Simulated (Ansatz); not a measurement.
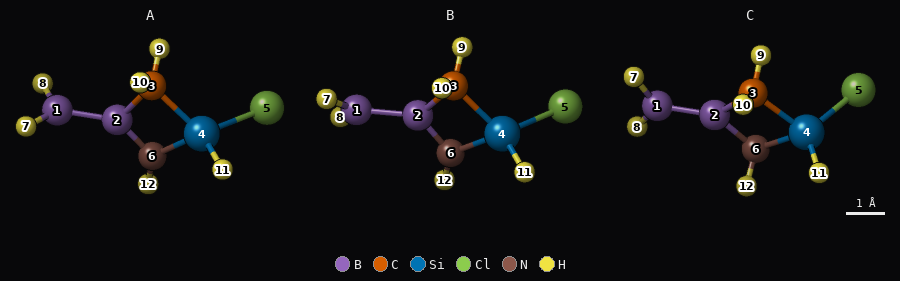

3 geometries from one relaxation of CH6B2ClNSi, in shuffled order. The picture is a ball-and-stick view, seen from a free direction.

The run prepares an end point of a later path (torsion) calculation, from a guessed geometry.

These are results of Ansatz, RKS r2SCAN-D4/6-31G, not measurements. Set-up: no spin polarisation; force threshold 0.015 eV/Å; at most 40 steps.

Q: Put them in the order of the run, from the start to the converged end.

A: C, B, A. They are steps 0, 6, 16, at +2.591 eV, +0.167 eV relative to the last. The energy falls by 2.591 eV in 14 accepted moves (16 points after the start). The largest force component goes from 5.4 to 0.013 eV/Å. The line search rejected the trial steps at points 11, 13 of the run. H7 moves most after the best rigid fit: 1.37 Å. By element the largest moves are H 1.37 Å, Cl 0.54 Å, N 0.28 Å, C 0.21 Å, B 0.19 Å, Si 0.19 Å. Near-neighbour distances that change, for instance: Si4–Cl5 2.077 → 2.195 Å, B2–N6 1.554 → 1.437 Å, B1–H8 1.132 → 1.202 Å, Si4–H11 1.440 → 1.503 Å. Among the angles between lasting bonds that change: Si4–N6–H12 106.7° → 135.5°, B2–N6–H12 108.5° → 130.2°, Cl5–Si4–H11 123.9° → 103.9°. Groups turn about B1–B2 by about 90°.

Limits of the set-up: the basis has no polarisation functions, which atoms past neon need.
